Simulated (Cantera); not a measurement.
Charge: 1 mol S, 0.24 mol H2, 1.4 mol O2, equilibrated at 44.0 mbar.

Equilibrium computed with Cantera from the NASA thermochemical tables; the gas is ideal and each condensed phase is pure. Candidate condensed phases: H2O, H2SO4, S; 19 gas species. Rates play no part.

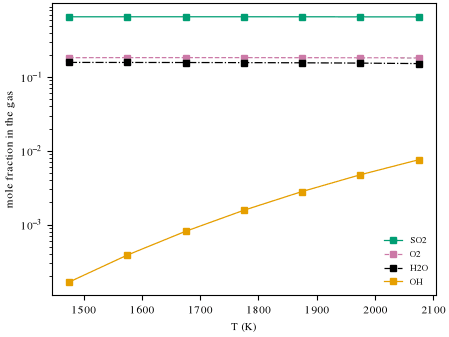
Figure: Equilibrium gas composition (values under 1e-9 drawn at 1e-9)

From 1475 K to 2075 K nothing is condensed.
